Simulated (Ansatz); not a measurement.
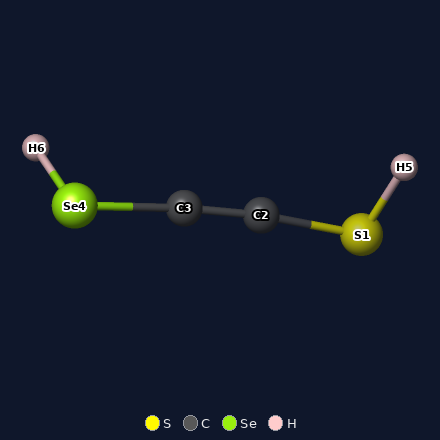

The system is C2H2SSe, SMILES SC#C[SeH]; the picture shows the reference structure. The first coordinate is: bond length S1–C2; the second: bond length S1–H5. Nothing is relaxed (all other coordinates rigid). The scan uses a 13 × 13 grid. Points are written as (first, second). All energies are given in kJ/mol relative to the lowest grid point. The reference is spin-restricted, which grows unreliable where a bond is stretched far. The calculation used RKS PBE-D4/def2-TZVP in Ansatz.

Its coordinates:

```yaml
atoms:
  - { symbol: S, position_ang: [1.3430, -0.1959, -1.9191] }
  - { symbol: C, position_ang: [0.2800, -0.1085, -0.6337] }
  - { symbol: C, position_ang: [-0.5558, 0.0892, 0.2432] }
  - { symbol: Se, position_ang: [-1.9160, 0.1807, 1.4421] }
  - { symbol: H, position_ang: [2.1478, -1.1883, -1.4453] }
  - { symbol: H, position_ang: [-1.2989, 1.2227, 2.3128] }
```

Range: bond length S1–C2 from 1.370 to 2.505 Å; bond length S1–H5 from 1.172 to 1.908 Å.

> Predict the map.

The lowest grid point is at (1.654 Å, 1.356 Å). No other kind of well shows on this grid. The highest grid point, (2.505 Å, 1.908 Å), lies 455 kJ/mol above the lowest. Round the minimum the two coordinates are nearly uncoupled.

```tsv
bond length S1–H5 ↓, bond length S1–C2 →	1.370	1.464	1.559	1.654	1.748	1.843	1.938	2.032	2.127	2.221	2.316	2.411	2.505
1.908	327	201	145	133	147	176	214	255	298	340	381	419	455
1.846	313	185	128	114	127	156	193	234	276	318	359	397	432
1.785	298	169	110	96	108	136	172	213	255	296	337	375	410
1.724	284	153	93	77	88	116	152	192	234	275	315	353	388
1.662	269	137	75	58	69	95	131	171	212	254	294	331	366
1.601	256	122	59	41	50	76	112	151	193	234	274	311	346
1.540	244	108	44	25	34	59	94	133	175	216	256	293	328
1.479	234	97	32	12	20	45	80	119	160	201	241	278	313
1.417	229	90	23	3	10	35	70	108	150	191	230	268	303
1.356	229	89	21	0	7	32	66	105	146	187	227	264	300
1.295	238	97	28	6	12	37	71	110	151	192	232	270	305
1.233	259	116	46	24	30	54	88	127	169	210	250	288	323
1.172	295	151	81	58	64	88	122	161	203	244	284	322	357
```

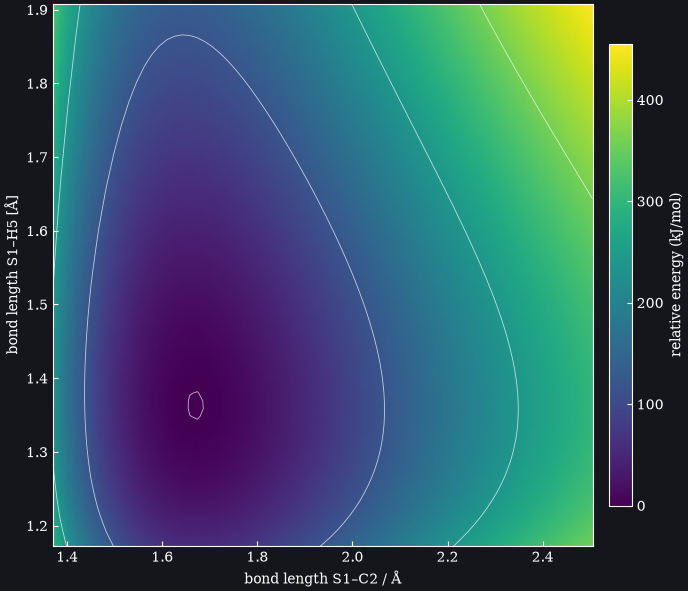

Drawn: a smooth colour map with a few white contour lines. Between grid points the surface is interpolated.

Time for the 169 points that were run: 10 min on 1 thread of Intel(R) Xeon(R) Platinum 8488C (Sapphire Rapids), on a shared host.
